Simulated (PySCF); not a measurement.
C8H10NP (SMILES NP1Cc2ccccc2C1)

```
atom    x (Å)    y (Å)    z (Å)
   N   2.7670   0.2272   1.0107
   P   2.6914   0.5329  -0.6743
   C   1.5505  -0.8215  -1.3057
   C   0.1771  -0.4875  -0.7900
   C  -0.8836  -1.3797  -0.6307
   C  -2.1059  -0.9268  -0.1332
   C  -2.2708   0.4166   0.2046
   C  -1.2142   1.3143   0.0478
   C   0.0108   0.8658  -0.4466
   C   1.2410   1.7081  -0.6578
   H   3.5994  -0.2671   1.3127
   H   1.9341  -0.1408   1.4676
   H   1.9100  -1.8147  -0.9940
   H   1.5737  -0.8037  -2.4112
   H  -0.7536  -2.4336  -0.8915
   H  -2.9335  -1.6281  -0.0014
   H  -3.2272   0.7660   0.6013
   H  -1.3415   2.3655   0.3198
   H   1.2008   2.2285  -1.6318
   H   1.3910   2.4733   0.1185
```

Geometry: PBE0-D3(BJ)/def2-SVP.

Computed with B3LYP/def2-SVPD, SCF density, gas phase in PySCF 2.14.0.

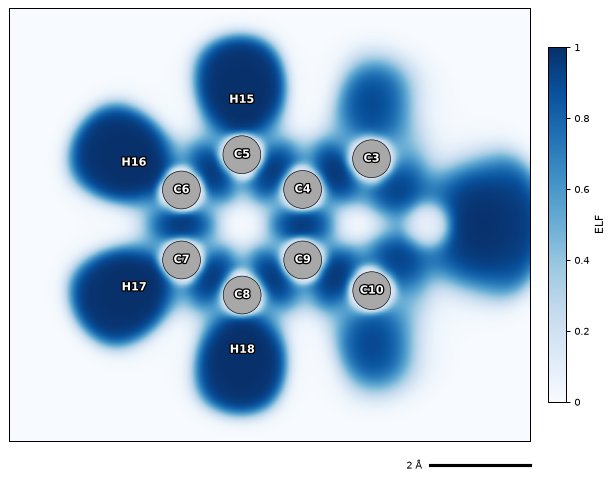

Figure 1. ELF on the plane of atoms C8, C9 and C10. Grey discs cover the atomic cores.

Interpret the plot.

Answer.
- The plane passes through C and H nuclei.
- C–C (1.40 Å): the ELF peaks at about 0.95 between the atoms, as expected for localised, covalent bonding.
- C–C (1.50 Å): the ELF peaks at about 0.95 between the atoms; localised, covalent bonding.
- C–H (1.09 Å): the ELF climbs to about 1 towards the hydrogen, as it does in any bond to H (an ordinary covalent bond to hydrogen).
- The ELF also peaks beside P2, away from the bonds: lone-pair regions.

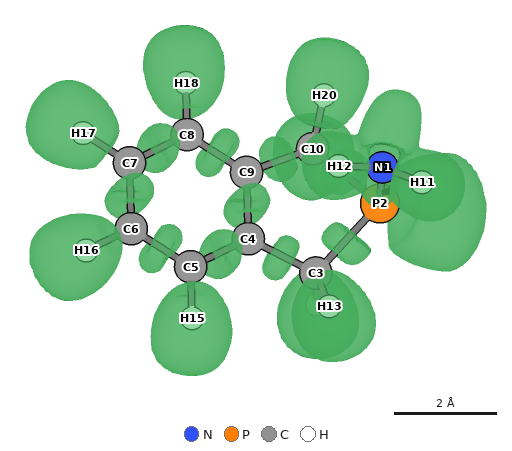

Figure 2. Isosurface of the ELF at 0.8 (green), seen at a tilt. Core shells and regions of very low density are left out.

Where are the electrons localised?

Answer. At this value the surface marks out eight regions between bonded C–C atoms (shared pairs), two regions between bonded C–P atoms (shared pairs), eight regions around hydrogen nuclei, one lobe on P, pointing away from the bonds (lone pairs) and one joined region spread over several atoms (H, N), in which their bonds and any lone pairs are merged. Profiles from the grid: P–N (1.71 Å): the ELF peaks at about 0.90 between the atoms; a shared but strongly polarised pair.

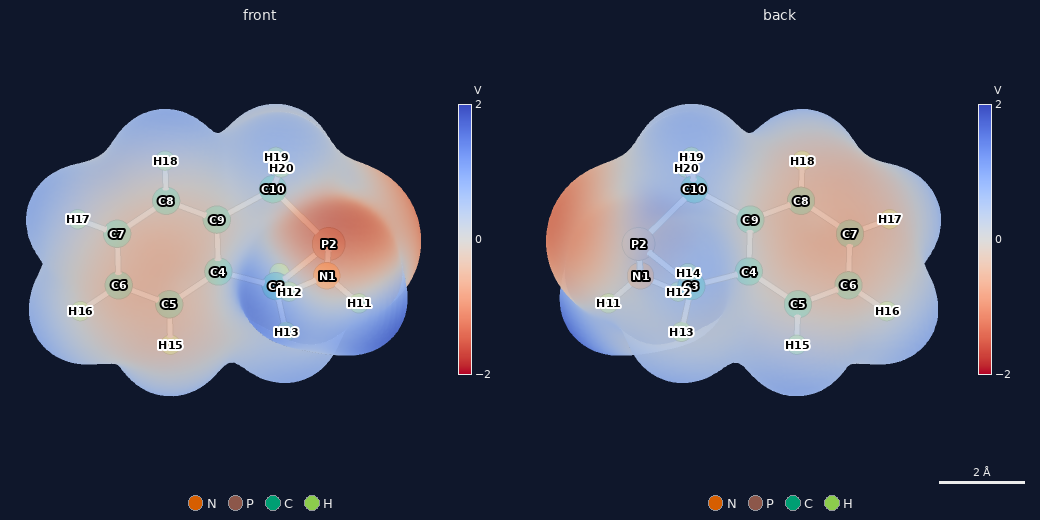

Figure 3. The molecular electrostatic potential painted on the density surface at 0.002 e/bohr³, seen from the front and from behind; the colour scale runs from red (negative) to blue (positive).

Describe the electrostatic potential map.

Answer. The most negative region (about −1.3 V) lies over N1, the most positive (about +1.5 V) over H11. N1 is the likeliest acceptor of a hydrogen bond.

What dipole moment does the calculation give?

Answer. Its dipole moment is 1.29 D.
